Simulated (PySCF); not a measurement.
Vertical excitations of a molecule C7H8O from TDA-LC-ωPBE/def2-SVPD run with PySCF, as energy in eV (oscillator strength): 5.37 (0.031), 6.28 (0.084), 7.20 (0.007), 7.57 (1.092), 7.62 (0.017), 7.63 (0.661). Lowest triplet (TDA): 3.85 eV. Geometry optimised at r2SCAN-D4/def2-SVP. The values are those of a single conformer.

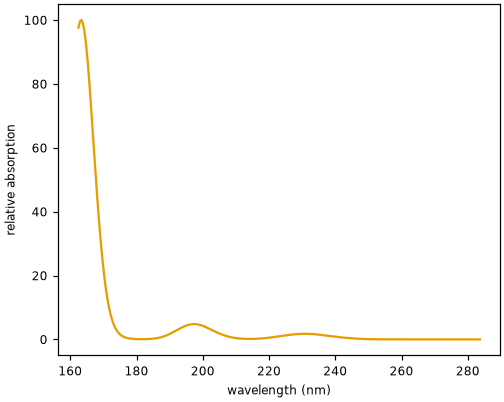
Fig. 1. The lines broadened by 0.4 eV.

Task: Identify the compound among the candidates.
A. C#C/C=C/C=C/OC
B. COc1ccccc1
C. C#CC(=C)/C=C/OC
D. C=Cc1coc(C)c1

Result: B, COc1ccccc1
